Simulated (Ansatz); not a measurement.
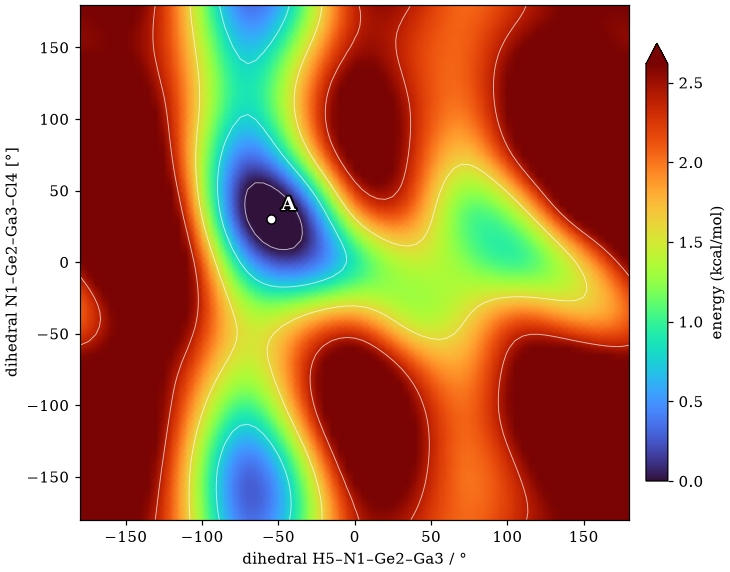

ClGaGeH₅N, SMILES [NH2][GeH2][GaH][Cl]. The first coordinate is: dihedral H5–N1–Ge2–Ga3; the second: dihedral N1–Ge2–Ga3–Cl4. Nothing is relaxed (all other coordinates rigid). Grid: 10 × 10 points. Points are written as (first, second). All energies are given in kcal/mol relative to the lowest grid point. The calculation used Ansatz 0.2.0, RKS PBE-D4/def2-SVP.

Drawn: a smooth colour map with a few white contour lines, one colour for all values above the top of the scale, the point A. Between grid points the surface is interpolated.

> What is the easiest way out of the well at A, and how high is the barrier?

The easiest path leads from the well at about (−55°, 30°) to the well at about (−70°, −160°), about 0.55 kcal/mol higher (on a rigid scan; wells that are mirror images or exchange like atoms can differ by this much). Its highest point lies about 1.2 kcal/mol above the bottom of the first well on the interpolated surface, at about (−70°, 120°). Seen from the upper well the barrier is about 0.6 kcal/mol. This is the barrier on the constrained surface; relaxing the other coordinates would change it.

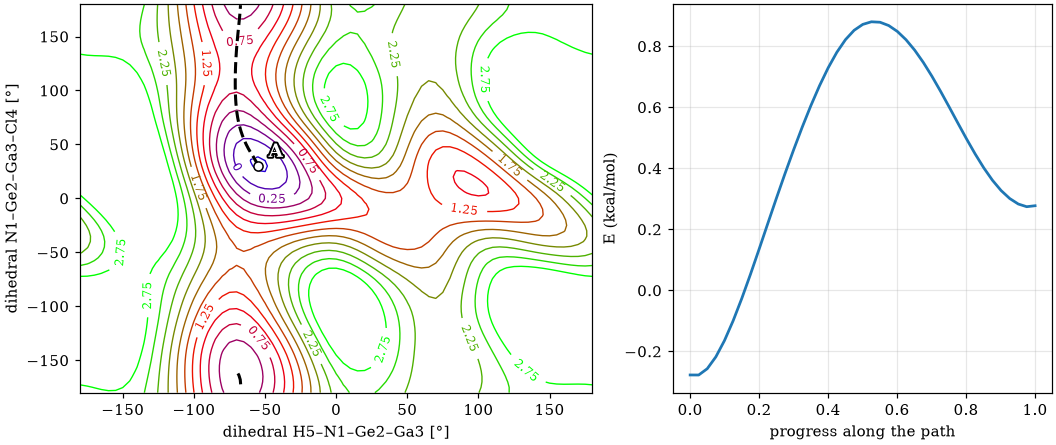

In the figure: contour lines labelled in kcal/mol (none above 2.75), a line along the lowest path, the energy along the path at the right. Between grid points the surface is interpolated.
